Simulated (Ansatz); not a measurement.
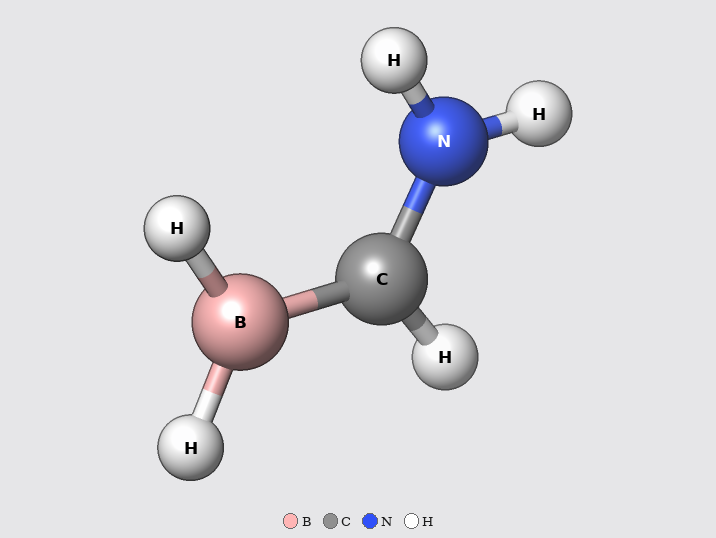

State: neutral, doublet. The geometry was computed by an optimisation with PBE-D4/def2-SVP. No frequency run is at hand to confirm it as a minimum. Method: UKS PBE-D4/def2-SVP (Ansatz 0.2.0).

Computed properties:

The species is CH₅BN.
- dipole moment: 4.10 D
- ⟨S²⟩ of the determinant: 0.752
- dispersion correction: −9.1 kJ/mol
